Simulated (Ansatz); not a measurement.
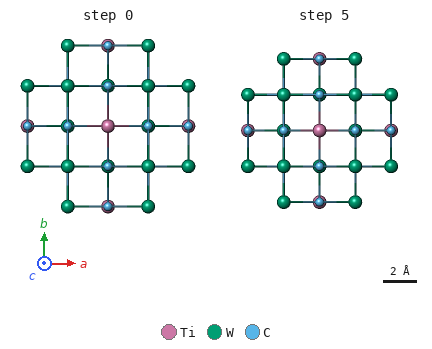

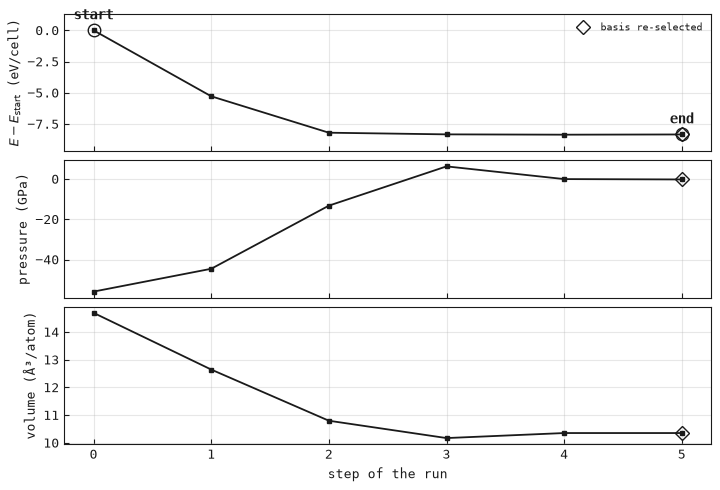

First and last geometry of a relaxation of a crystal of TiW$_{3}$C$_{4}$ (a generated structure, set up in Pm-3m) (coarse preliminary run), with the history of the run. Style: ball-and-stick. Shown: the cell of the calculation, along the c axis.

All numbers below come from Ansatz 0.2.0, DFT PBE, scalar-relativistic, plane waves, PAW.

Input
```yaml
crystal:
  lattice:
    - [4.89802551, 0.0, 0.0]
    - [0.0, 4.89802551, 0.0]
    - [0.0, 0.0, 4.89802551]
  atoms:
    - { symbol: Ti, position: [0.5, 0.5, 0.5] }
    - { symbol: W, position: [0.5, 0.0, 0.0] }
    - { symbol: W, position: [0.0, 0.0, 0.5] }
    - { symbol: W, position: [0.0, 0.5, 0.0] }
    - { symbol: C, position: [0.0, 0.5, 0.5] }
    - { symbol: C, position: [0.5, 0.5, 0.0] }
    - { symbol: C, position: [0.0, 0.0, 0.0] }
    - { symbol: C, position: [0.5, 0.0, 0.5] }
basis:
  ecutwfc: 420
kpoints:
  mp_grid: { grid: [4, 4, 4] }
hamiltonian:
  xc: pbe
scf:
  occupations: { method: gaussian, width: 0.1 }
  lower_state_search: "off"
output:
  forces: true
  stress: true
  eigenvalues: true
relax:
  adjacent_minimum: "off"
  f_tol: 0.04
  max_steps: 70
  cell: { stress_tol: 0.4 }
```

Command:
```bash
ansatz run input.yaml --threads 1 --pin off --max-ram 2560MiB --backend cpu --events-out ev --progress --plain --runs-dir out
```

Q: What do the curves and the structures tell?

A: It converged. The atoms keep their places relative to the cell (all moves are under 0.005 Å). The volume changes by −29.5 %, with a = b = c 4.898 → 4.359 Å (−11.0 %). Some distances before and after: W2–W3 3.463 → 3.082 Å, Ti1–W2 3.463 → 3.082 Å, W2–C6 2.449 → 2.180 Å, Ti1–C5 2.449 → 2.180 Å. The space group stays Pm-3m (No. 221). Over 4 accepted moves (5 points after the start) the energy falls by 8.339 eV per cell of the calculation. All forces vanish by symmetry, so only the cell relaxes. Pressure: −55.92 GPa at the start and −0.23 GPa at the end. At 1 point the geometry stayed and the basis and grid were re-selected for the new cell (energy shift of 18.0 meV per cell of the calculation at most each time).

```json
{"step": "0", "E − E(0), meV/atom": "0.00", "pressure, GPa": "-55.92", "volume, Å³/atom": "14.688", "note": ""}
{"step": "1", "E − E(0), meV/atom": "-660.21", "pressure, GPa": "-44.59", "volume, Å³/atom": "12.643", "note": ""}
{"step": "2", "E − E(0), meV/atom": "-1024.80", "pressure, GPa": "-13.24", "volume, Å³/atom": "10.797", "note": ""}
{"step": "3", "E − E(0), meV/atom": "-1041.39", "pressure, GPa": "6.26", "volume, Å³/atom": "10.172", "note": ""}
{"step": "4", "E − E(0), meV/atom": "-1044.57", "pressure, GPa": "-0.05", "volume, Å³/atom": "10.353", "note": ""}
{"step": "5", "E − E(0), meV/atom": "-1042.32", "pressure, GPa": "-0.23", "volume, Å³/atom": "10.353", "note": "same geometry, new basis"}
```
